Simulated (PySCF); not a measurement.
# C$_{4}$H$_{21}$ClOSi$_{6}$: what the fields show

Input

```
{"job": {"xc": "CAM-B3LYP", "basis": "6-31G*", "kind": "nmr", "pop": true}, "charge": 0, "multiplicity": 1}
C      4.972529     0.685460    -1.480176
Si     4.563990     0.853385     0.372871
O      4.906114    -0.537294     1.165833
Si     2.285805     0.974359     0.757876
Si     1.012626    -0.822256    -0.022456
Cl     0.866347    -0.544763    -2.088915
Si    -1.192277    -1.321329     0.605962
Si    -1.938807    -3.391702    -0.180453
Si    -2.640358     0.461702     0.086621
C     -4.177181     0.474851     1.223953
C     -3.235413     0.303216    -1.721114
C     -1.736874     2.136030     0.270745
H      4.737548     1.597351    -2.019980
H      6.024084     0.468466    -1.654474
H      4.396284    -0.116541    -1.935360
H      5.453940     1.908432     0.897785
H      5.760653    -0.957493     1.115618
H      1.967895     1.104634     2.192119
H      1.765900     2.230496     0.182055
H      1.841825    -2.044129     0.025191
H     -1.106936    -1.431063     2.087244
H     -1.908545    -3.448183    -1.643811
H     -3.324540    -3.686023     0.206213
H     -1.143262    -4.529266     0.291670
H     -4.742297    -0.447342     1.127836
H     -4.850359     1.296110     0.994162
H     -3.887443     0.571490     2.265631
H     -3.799103    -0.612464    -1.875455
H     -3.870651     1.132839    -2.018655
H     -2.388397     0.282994    -2.400408
H     -0.918025     2.208982    -0.438861
H     -1.314508     2.249987     1.264819
H     -2.397502     2.980886     0.095564
```

Command:

```sh
OMP_NUM_THREADS=1 python ens_run.py task.json out
```

Geometry: GFN2-xTB.

All numbers below come from PySCF, CAM-B3LYP/6-31G*, SCF density, gas phase, non-relativistic.

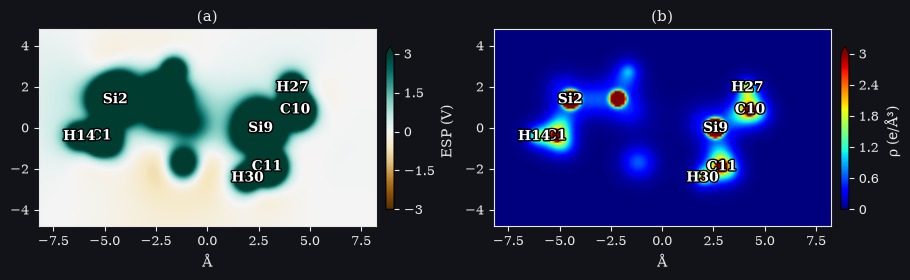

Figure 1. (a) molecular electrostatic potential; (b) total electron density on the plane of atoms Si9, C11 and H30.

Q: Read the bonding off the picture.

A: The section cuts through C, Si and H sites.
C–Si (1.90 Å): the density is about 0.94 e/Å³ at the midpoint.
C–H (1.09 Å): the density is about 1.9 e/Å³ at the midpoint.
Outside the dense part of the molecule the potential is most negative (−0.7 V) near Cl6, which lies off the plane.

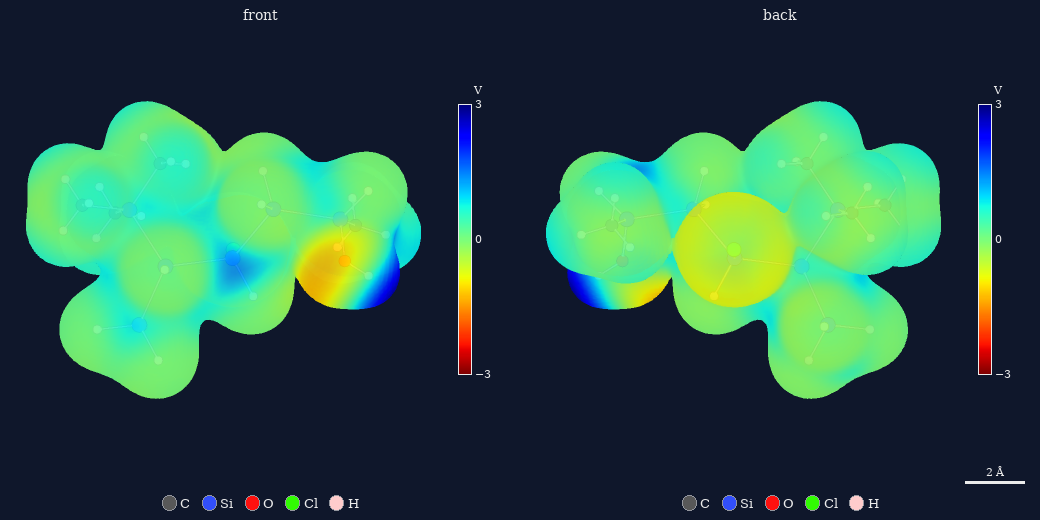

Figure 2. The electrostatic potential painted on the density surface at 0.002 e/bohr³, seen from the front and from behind; the colour scale runs from red (negative) to blue (positive).

Q: Which sites attract a positive test charge, and which a negative one?

A: A positive charge is drawn to the negative regions and a negative charge to the positive ones. The most negative region (about −1.2 V, or −28 kcal/mol for a unit charge) lies over O3, the most positive (about +2.5 V, or +58 kcal/mol for a unit charge) over H17. O3 is the likeliest acceptor of a hydrogen bond.
